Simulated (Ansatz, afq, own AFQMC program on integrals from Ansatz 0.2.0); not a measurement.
# BH4 (doublet): quantum Monte Carlo beside coupled cluster at scale of all distances = 1.000, 6-31G

How near does AFQMC come to the top of the ladder for BH4 (doublet)?

Program: Ansatz 0.2.0, Gaussian basis, and an in-house AFQMC program (afq) on its integrals; all values are calculated. Level of theory: 6-31G, frozen cores. These are calculated values, not measurements.

To be run: Full CI; PBE (unrestricted); r2SCAN (unrestricted); PBE0 (unrestricted); B3LYP (unrestricted); wB97M-V (unrestricted); B2PLYP (unrestricted); CCSD(T) on UHF; Full CI; Full CI (quartet); CCSDT(Q) on UHF; CCSDTQ on UHF; Phaseless AFQMC, CISD trial on UHF; Phaseless AFQMC, single-determinant trial on UHF; Free-projection AFQMC, CISD trial on UHF; Phaseless AFQMC, CISD trial on UHF.

6 further runs of the same task are left out: 6 that didn't finish.

## Step 1: The geometry

The geometry derives from a PBE0/def2-TZVP stationary point (not a proven minimum). All distances are scaled together.

5 atoms, charge 0, spin multiplicity 2.

Atoms are counted from 1 here; the program's logs count them from 0.

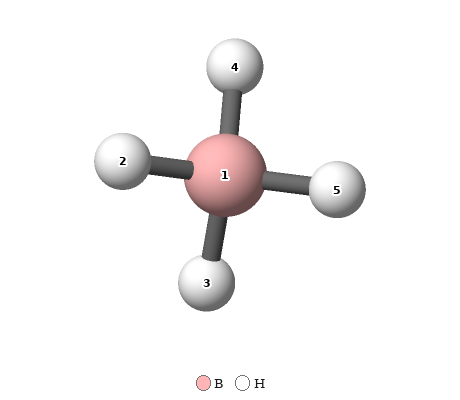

The geometry (boron pink, hydrogen white); atoms are numbered from 1 in the order of the file.

## Step 2: Full CI

Contents of in.yaml:

```yaml
crystal:
  periodic: [false, false, false]
  atoms:
    - {symbol: B, position_ang: [0.000000, 0.000000, 0.000000]}
    - {symbol: H, position_ang: [0.414685, 0.812495, 0.810653]}
    - {symbol: H, position_ang: [-0.424327, -0.807694, 0.810461]}
    - {symbol: H, position_ang: [-0.412812, 0.808646, -0.815443]}
    - {symbol: H, position_ang: [0.422454, -0.813448, -0.805671]}
basis:
  gaussian: {orbitals: 6-31G}
magnetization: {spin_polarized: false, initial_magnetization: 1}
correlation: {method: fci, electrons: outside_noble_gas}
```

Launch:

```
$ ansatz run in.yaml --threads 1 --pin off --events-out ev --progress --plain --max-ram 24576MiB --backend cuda --devices 0, --max-vram 18GiB
```

The program printed:

```text
Functional definition: HF
  name "HF"
  cite "Fock, Z. Phys. 61, 126 (1930) doi:10.1007/BF01340294"
  parent pbe
  exchange = exact_x
  correlation = 0
398 factors; integrals over basis functions are off by at most 6.1e-8 eV
mean field evaluation 1: about -730.2635 eV, gradient 9.2e0 eV
mean field evaluation 2: about -730.2636 eV, gradient 9.2e0 eV
mean field evaluation 4: about -730.5979 eV, gradient 1.8e-1 eV
mean field evaluation 8: about -730.5980 eV, gradient 9.5e-5 eV
mean field -730.59797607 eV, -26.8489804036 hartree, gradient 4.5e-7 eV, S^2 0.750000; 0 other end points of the search recorded, 0 dependent functions left out
mean field evaluation 16: about -730.6879 eV, gradient 2.5e-1 eV
1 core orbitals not correlated: weight in the atoms' cores, before any rotation towards them, 1.000 or more for the frozen orbitals, at most 0.000 for the correlated occupied ones
reference -730.59797607 eV, -26.8489804036 hartree; 4, 3 occupied and 12, 13 virtual orbitals, 398 factors
state -733.27625809 eV, -26.9474054522 hartree
Total energy: -733.27625809 eV, -26.9474054522 hartree
```

Run time: 6.5 s. Hardware: 1 × NVIDIA H100 80GB HBM3 with 1 thread of AMD EPYC 7R13 (Zen 3), shared host.

From the report: 254,368 determinants, symmetry A1.

## Step 3: PBE (unrestricted)

in.yaml: that of step 2 with these lines changed.

```diff
@@ -10,3 +10,4 @@
   gaussian: {orbitals: 6-31G}
-magnetization: {spin_polarized: false, initial_magnetization: 1}
-correlation: {method: fci, electrons: outside_noble_gas}
+magnetization: {spin_polarized: true, initial_magnetization: 1}
+hamiltonian: {xc: {name: PBE}}
+output: {orbitals: {seedname: orbitals}}
```

Launch:

```
$ ansatz run in.yaml --threads 1 --pin off --events-out ev --progress --plain --max-ram 8192MiB --backend cpu
```

The program printed:

```text
Functional definition: PBE
  name "PBE"
  cite "Perdew, Burke & Ernzerhof, Phys. Rev. Lett. 77, 3865 (1996) doi:10.1103/PhysRevLett.77.3865"
  parent pbe
  parameter kappa = 0.804
  parameter beta = 0.06672455060314922
  exchange = pbe_x(kappa = kappa, mu = beta*pi^2/3)
  correlation = pbe_c(beta = beta)
254 factors; integrals over basis functions are off by at most 2.5e-4 eV
mean field evaluation 1: about -735.2446 eV, gradient 1.4e1 eV
mean field evaluation 2: about -735.3369 eV, gradient 1.3e1 eV
mean field evaluation 4: about -736.6221 eV, gradient 2.2e-2 eV
mean field evaluation 8: about -736.6144 eV, gradient 3.8e-4 eV
mean field -736.61440478 eV, -27.0700800804 hartree, gradient 5.5e-5 eV, S^2 0.750706; 0 other end points of the search recorded, 0 dependent functions left out
reference -736.61442538 eV, -27.0700808374 hartree; 5, 4 occupied and 12, 13 virtual orbitals, 254 factors
Total energy: -736.61442538 eV, -27.0700808374 hartree
```

It took 0.27 s on 1 thread of AMD EPYC 7R13 (Zen 3), shared host.

From the report: ⟨S²⟩ of the determinant 0.751 (pure doublet: 0.75).

## Step 4: r2SCAN (unrestricted)

in.yaml: that of step 3 with these lines changed.

```diff
@@ -11,3 +11,2 @@
 magnetization: {spin_polarized: true, initial_magnetization: 1}
-hamiltonian: {xc: {name: PBE}}
-output: {orbitals: {seedname: orbitals}}
+hamiltonian: {xc: {name: r2SCAN}}
```

Launched as before.

The program printed:

```text
Functional definition: r2SCAN
  name "r2SCAN"
  cite "Furness, Kaplan, Ning, Perdew & Sun, J. Phys. Chem. Lett. 11, 8208 (2020) doi:10.1021/acs.jpclett.0c02405"
  cite "Furness, Kaplan, Ning, Perdew & Sun, J. Phys. Chem. Lett. 11, 9248 (2020) doi:10.1021/acs.jpclett.0c03077"
  parent r2scan
  parameter k0 = 0.174
  parameter k1 = 0.065
  parameter a1 = 4.9479
  exchange = r2scan_x(k0 = k0, k1 = k1, a1 = a1)
  correlation = r2scan_c
254 factors; integrals over basis functions are off by at most 2.5e-4 eV
mean field evaluation 1: about -736.4629 eV, gradient 1.2e1 eV
mean field evaluation 2: about -736.7790 eV, gradient 9.7e0 eV
mean field evaluation 4: about -737.4338 eV, gradient 1.9e-1 eV
mean field evaluation 8: about -737.4272 eV, gradient 5.2e-4 eV
mean field -737.42717884 eV, -27.0999489763 hartree, gradient 7.7e-5 eV, S^2 0.752336; 0 other end points of the search recorded, 0 dependent functions left out
reference -737.42718431 eV, -27.0999491773 hartree; 5, 4 occupied and 12, 13 virtual orbitals, 254 factors
Total energy: -737.42718431 eV, -27.0999491773 hartree
```

Run time: 0.57 s. Hardware: 1 thread of AMD EPYC 7R13 (Zen 3), shared host.

From the report: ⟨S²⟩ of the determinant 0.752 (pure doublet: 0.75).

## Step 5: PBE0 (unrestricted)

in.yaml: that of step 4 with these lines changed.

```diff
@@ -11,2 +11,3 @@
 magnetization: {spin_polarized: true, initial_magnetization: 1}
-hamiltonian: {xc: {name: r2SCAN}}
+hamiltonian: {xc: {name: PBE0}}
+output: {orbitals: {seedname: orbitals}}
```

Launched as before.

The program printed:

```text
Functional definition: PBE0
  name "PBE0"
  cite "Adamo & Barone, J. Chem. Phys. 110, 6158 (1999) doi:10.1063/1.478522"
  cite "Perdew, Burke & Ernzerhof, Phys. Rev. Lett. 77, 3865 (1996) doi:10.1103/PhysRevLett.77.3865"
  parent pbe
  parameter a = 0.25
  parameter kappa = 0.804
  parameter beta = 0.06672455060314922
  exchange = (1 - a)*pbe_x(kappa = kappa, mu = beta*pi^2/3) + a*exact_x
  correlation = pbe_c(beta = beta)
254 factors; integrals over basis functions are off by at most 2.5e-4 eV
mean field evaluation 1: about -736.1257 eV, gradient 9.9e0 eV
mean field evaluation 2: about -736.4710 eV, gradient 6.8e0 eV
mean field evaluation 4: about -736.7826 eV, gradient 1.8e-1 eV
mean field evaluation 8: about -736.7774 eV, gradient 7.2e-4 eV
mean field -736.77739954 eV, -27.0760700275 hartree, gradient 1.0e-5 eV, S^2 0.751885; 0 other end points of the search recorded, 0 dependent functions left out
reference -736.77741512 eV, -27.0760706000 hartree; 5, 4 occupied and 12, 13 virtual orbitals, 254 factors
Total energy: -736.77741512 eV, -27.0760706000 hartree
```

Run time: 0.3 s. Hardware: 1 thread of AMD EPYC 7R13 (Zen 3), shared host.

From the report: ⟨S²⟩ of the determinant 0.752 (pure doublet: 0.75).

## Step 6: B3LYP (unrestricted)

in.yaml: that of step 5 with these lines changed.

```diff
@@ -11,3 +11,2 @@
 magnetization: {spin_polarized: true, initial_magnetization: 1}
-hamiltonian: {xc: {name: PBE0}}
-output: {orbitals: {seedname: orbitals}}
+hamiltonian: {xc: {name: B3LYP}}
```

Same command.

The program printed, shortened:

```text
Functional definition: B3LYP
  name "B3LYP"
  cite "Stephens, Devlin, Chabalowski & Frisch, J. Phys. Chem. 98, 11623 (1994) doi:10.1021/j100096a001"
  cite "Becke, Phys. Rev. A 38, 3098 (1988) doi:10.1103/PhysRevA.38.3098"
  cite "Lee, Yang & Parr, Phys. Rev. B 37, 785 (1988) doi:10.1103/PhysRevB.37.785"
  cite "Vosko, Wilk & Nusair, Can. J. Phys. 58, 1200 (1980) doi:10.1139/p80-159"
[...]
254 factors; integrals over basis functions are off by at most 2.5e-4 eV
[...]
mean field -738.30596109 eV, -27.1322436283 hartree, gradient 9.3e-6 eV, S^2 0.751935; 0 other end points of the search recorded, 0 dependent functions left out
reference -738.30612654 eV, -27.1322497085 hartree; 5, 4 occupied and 12, 13 virtual orbitals, 254 factors
Total energy: -738.30612654 eV, -27.1322497085 hartree
```

It took 0.3 s on 1 thread of AMD EPYC 7R13 (Zen 3), shared host.

From the report: ⟨S²⟩ of the determinant 0.752 (pure doublet: 0.75).

## Step 7: wB97M-V (unrestricted)

in.yaml: that of step 6 with these lines changed.

```diff
@@ -11,2 +11,3 @@
 magnetization: {spin_polarized: true, initial_magnetization: 1}
-hamiltonian: {xc: {name: B3LYP}}
+hamiltonian: {xc: {name: wB97M-V}}
+output: {orbitals: {seedname: orbitals}}
```

Launched as before.

The program printed, shortened:

```text
Functional definition: wB97M-V
  name "wB97M-V"
  cite "Mardirossian & Head-Gordon, J. Chem. Phys. 144, 214110 (2016) doi:10.1063/1.4952647"
  cite "Becke, J. Chem. Phys. 107, 8554 (1997) doi:10.1063/1.475007"
  cite "Vydrov & Van Voorhis, J. Chem. Phys. 133, 244103 (2010) doi:10.1063/1.3521275"
  # Of w^i u^j: cxij and so on, Table III.
[...]
  gx(w, u) = 1 - cx + cx01*u + cx10*w
  gss(w, u) = css00 + css04*u^4 + css10*w + css20*w^2 + css43*w^4*u^3
  gos(w, u) = cos00 + cos10*w + (cos20 + cos21*u)*w^2 + (cos60 + cos61*u)*w^6
[...]
      + integral(e_c_pw_mod_opposite_spin*gos(b97_w_opposite, b97_u_opposite)) + vv10(b, c)
254 factors; integrals over basis functions are off by at most 2.5e-4 eV
91 factors; integrals over basis functions are off by at most 4.2e-6 eV
[...]
mean field -736.84822144 eV, -27.0786726844 hartree, gradient 3.9e-5 eV, S^2 0.751503; 0 other end points of the search recorded, 0 dependent functions left out
reference -736.84824306 eV, -27.0786734789 hartree; 5, 4 occupied and 12, 13 virtual orbitals, 254 factors
Total energy: -736.84824306 eV, -27.0786734789 hartree
```

It took 0.93 s on 1 thread of AMD EPYC 7R13 (Zen 3), shared host.

From the report: ⟨S²⟩ of the determinant 0.752 (pure doublet: 0.75).

## Step 8: B2PLYP (unrestricted)

in.yaml: that of step 7 with these lines changed.

```diff
@@ -11,3 +11,3 @@
 magnetization: {spin_polarized: true, initial_magnetization: 1}
-hamiltonian: {xc: {name: wB97M-V}}
-output: {orbitals: {seedname: orbitals}}
+hamiltonian: {xc: {name: B2PLYP}}
+correlation: {electrons: outside_noble_gas}
```

Launched as before.

The program printed, shortened:

```text
Functional definition: B2PLYP
  name "B2PLYP"
  cite "Grimme, J. Chem. Phys. 124, 034108 (2006) doi:10.1063/1.2148954"
  cite "Becke, Phys. Rev. A 38, 3098 (1988) doi:10.1103/PhysRevA.38.3098"
  cite "Lee, Yang & Parr, Phys. Rev. B 37, 785 (1988) doi:10.1103/PhysRevB.37.785"
[...]
254 factors; integrals over basis functions are off by at most 2.5e-4 eV
[...]
mean field -735.49462277 eV, -27.0289288508 hartree, gradient 2.9e-6 eV, S^2 0.755191; 0 other end points of the search recorded, 0 dependent functions left out
1 core orbitals not correlated: weight in the atoms' cores, before any rotation towards them, 1.000 or more for the frozen orbitals, at most 0.000 for the correlated occupied ones
reference -735.49472956 eV, -27.0289327753 hartree; 4, 3 occupied and 12, 13 virtual orbitals, 254 factors
second order -2.37845211 eV of doubles, -0.00000000 eV of singles
Total energy: -736.13691163 eV, -27.0525325310 hartree
```

Wall time 0.33 s (1 thread of AMD EPYC 7R13 (Zen 3), shared host).

From the report: ⟨S²⟩ of the determinant 0.755 (pure doublet: 0.75).

## Step 9: CCSD(T) on UHF

in.yaml: that of step 8 with these lines changed.

```diff
@@ -11,3 +11,2 @@
 magnetization: {spin_polarized: true, initial_magnetization: 1}
-hamiltonian: {xc: {name: B2PLYP}}
-correlation: {electrons: outside_noble_gas}
+correlation: {method: ccsd_t, electrons: outside_noble_gas, hamiltonian_folder: ham}
```

Launch:

```
$ ansatz run in.yaml --threads 1 --pin off --events-out ev --progress --plain --max-ram 24576MiB --backend cuda --devices 0, --max-vram 18GiB
```

The program printed, shortened:

```text
Functional definition: HF
  name "HF"
  cite "Fock, Z. Phys. 61, 126 (1930) doi:10.1007/BF01340294"
  parent pbe
[...]
254 factors; integrals over basis functions are off by at most 2.5e-4 eV
[...]
mean field -730.68939461 eV, -26.8523399730 hartree, gradient 2.2e-6 eV, S^2 0.762722; 2 other end points of the search recorded, 0 dependent functions left out
determinant -730.68939461 eV, -26.8523399730 hartree, with singles and doubles -733.21580989 eV, -26.9451840218 hartree
determinant -727.52932766 eV, -26.7362096543 hartree, with singles and doubles -730.10138641 eV, -26.8307310700 hartree
1 core orbitals not correlated: weight in the atoms' cores, before any rotation towards them, 1.000 or more for the frozen orbitals, at most 0.000 for the correlated occupied ones
reference -730.68939461 eV, -26.8523399730 hartree; 4, 3 occupied and 12, 13 virtual orbitals, 254 factors
second order -1.89184129 eV of doubles, -0.00000000 eV of singles
cycle   1  -2.52658797 eV  change   -1.7e-4 eV  update   1.6e-4
[...]
cycle   6  -2.52669674 eV  change   -2.5e-6 eV  update   4.1e-7
perturbative correction -0.04391936 eV, -0.0016140067 hartree
Total energy: -733.26001072 eV, -26.9468083725 hartree
```

Run time: 8 s. Hardware: 1 × NVIDIA H100 80GB HBM3 with 1 thread of AMD EPYC 7R13 (Zen 3), shared host.

From the report: ⟨S²⟩ of the determinant 0.763 (pure doublet: 0.75); correlation -2.5706 eV; T1 0.013; largest double amplitude 0.06.

This run also writes the integrals to the folder ham.

## Step 10: Full CI

Contents of in.yaml:

```yaml
hamiltonian:
  integrals:
    folder: ../ham
correlation: {method: fci}
```

Same command.

The program printed:

```text
Functional definition: HF
  name "HF"
  cite "Fock, Z. Phys. 61, 126 (1930) doi:10.1007/BF01340294"
  parent pbe
  exchange = exact_x
  correlation = 0
reference -730.68939461 eV, -26.8523399730 hartree; 4, 3 occupied and 12, 13 virtual orbitals, 254 factors
state -733.27628753 eV, -26.9474065341 hartree
Total energy: -733.27628753 eV, -26.9474065341 hartree
```

It took 4.5 s on 1 × NVIDIA H100 80GB HBM3 with 1 thread of AMD EPYC 7R13 (Zen 3), shared host.

From the report: 254,368 determinants.

## Step 11: Full CI (quartet)

Contents of in.yaml:

```yaml
crystal:
  periodic: [false, false, false]
  atoms:
    - {symbol: B, position_ang: [0.000000, 0.000000, 0.000000]}
    - {symbol: H, position_ang: [0.414685, 0.812495, 0.810653]}
    - {symbol: H, position_ang: [-0.424327, -0.807694, 0.810461]}
    - {symbol: H, position_ang: [-0.412812, 0.808646, -0.815443]}
    - {symbol: H, position_ang: [0.422454, -0.813448, -0.805671]}
basis:
  gaussian: {orbitals: 6-31G}
magnetization: {spin_polarized: false, initial_magnetization: 3}
correlation: {method: fci, electrons: outside_noble_gas}
```

Same command.

The program printed, shortened:

```text
Functional definition: HF
  name "HF"
  cite "Fock, Z. Phys. 61, 126 (1930) doi:10.1007/BF01340294"
  parent pbe
[...]
398 factors; integrals over basis functions are off by at most 6.1e-8 eV
[...]
a density is far from that of the atoms, so the factors are made again for it
411 factors; integrals over basis functions are off by at most 1.9e-8 eV
[...]
mean field -722.62042825 eV, -26.5558109286 hartree, gradient 2.0e-6 eV, S^2 3.750000; 4 other end points of the search recorded, 0 dependent functions left out
[...]
1 core orbitals not correlated: weight in the atoms' cores, before any rotation towards them, 1.000 or more for the frozen orbitals, at most 0.000 for the correlated occupied ones
reference -722.62042825 eV, -26.5558109286 hartree; 5, 2 occupied and 11, 14 virtual orbitals, 411 factors
state -724.72095158 eV, -26.6330037369 hartree
Total energy: -724.72095158 eV, -26.6330037369 hartree
```

Wall time 8 s (1 × NVIDIA H100 80GB HBM3 with 1 thread of AMD EPYC 7R13 (Zen 3), shared host).

From the report: 131,040 determinants, symmetry B2.

## Step 12: CCSDT(Q) on UHF

in.yaml: that of step 11 with these lines changed.

```diff
@@ -10,3 +10,3 @@
   gaussian: {orbitals: 6-31G}
-magnetization: {spin_polarized: false, initial_magnetization: 3}
-correlation: {method: fci, electrons: outside_noble_gas}
+magnetization: {spin_polarized: true, initial_magnetization: 1}
+correlation: {method: ccsdt_q, electrons: outside_noble_gas}
```

Same command.

The program printed, shortened:

```text
Functional definition: HF
  name "HF"
  cite "Fock, Z. Phys. 61, 126 (1930) doi:10.1007/BF01340294"
  parent pbe
[...]
398 factors; integrals over basis functions are off by at most 6.1e-8 eV
[...]
mean field -730.68941715 eV, -26.8523408014 hartree, gradient 2.3e-6 eV, S^2 0.762722; 2 other end points of the search recorded, 0 dependent functions left out
determinant -730.68941715 eV, -26.8523408014 hartree, with singles and doubles -733.21584068 eV, -26.9451851535 hartree
determinant -727.52935619 eV, -26.7362107028 hartree, with singles and doubles -730.10141964 eV, -26.8307322913 hartree
1 core orbitals not correlated: weight in the atoms' cores, before any rotation towards them, 1.000 or more for the frozen orbitals, at most 0.000 for the correlated occupied ones
reference -730.68941715 eV, -26.8523408014 hartree; 4, 3 occupied and 12, 13 virtual orbitals, 398 factors
second order -1.89187219 eV of doubles, -0.00000000 eV of singles
cycle   1  -2.31596232 eV  change   -4.2e-1 eV  update   5.3e-2
[...]
cycle  11  -2.58529890 eV  change    3.3e-7 eV  update   6.1e-7
perturbative correction -0.00123267 eV, -0.0000452999 hartree
Total energy: -733.27594873 eV, -26.9473940835 hartree
```

Wall time 8.5 s (1 × NVIDIA H100 80GB HBM3 with 1 thread of AMD EPYC 7R13 (Zen 3), shared host).

From the report: ⟨S²⟩ of the determinant 0.763 (pure doublet: 0.75); correlation -2.5865 eV; T1 0.013; largest double amplitude 0.06.

## Step 13: CCSDTQ on UHF

in.yaml: that of step 12 with these lines changed.

```diff
@@ -11,2 +11,2 @@
 magnetization: {spin_polarized: true, initial_magnetization: 1}
-correlation: {method: ccsdt_q, electrons: outside_noble_gas}
+correlation: {method: ccsdtq, electrons: outside_noble_gas}
```

The command is unchanged.

The program printed, shortened:

```text
Functional definition: HF
  name "HF"
  cite "Fock, Z. Phys. 61, 126 (1930) doi:10.1007/BF01340294"
  parent pbe
[...]
398 factors; integrals over basis functions are off by at most 6.1e-8 eV
[...]
mean field -730.68941715 eV, -26.8523408014 hartree, gradient 2.3e-6 eV, S^2 0.762722; 2 other end points of the search recorded, 0 dependent functions left out
determinant -730.68941715 eV, -26.8523408014 hartree, with singles and doubles -733.21584068 eV, -26.9451851535 hartree
determinant -727.52935619 eV, -26.7362107028 hartree, with singles and doubles -730.10141964 eV, -26.8307322913 hartree
1 core orbitals not correlated: weight in the atoms' cores, before any rotation towards them, 1.000 or more for the frozen orbitals, at most 0.000 for the correlated occupied ones
reference -730.68941715 eV, -26.8523408014 hartree; 4, 3 occupied and 12, 13 virtual orbitals, 398 factors
second order -1.89187219 eV of doubles, -0.00000000 eV of singles
cycle   1  -2.31596334 eV  change   -4.2e-1 eV  update   5.3e-2
[...]
cycle  11  -2.58682896 eV  change    2.3e-7 eV  update   6.5e-7
Total energy: -733.27624611 eV, -26.9474050121 hartree
```

Run time: 11 s. Hardware: 1 × NVIDIA H100 80GB HBM3 with 1 thread of AMD EPYC 7R13 (Zen 3), shared host.

From the report: ⟨S²⟩ of the determinant 0.763 (pure doublet: 0.75); correlation -2.5868 eV; T1 0.013; largest double amplitude 0.06.

[end of part 1 of 2]
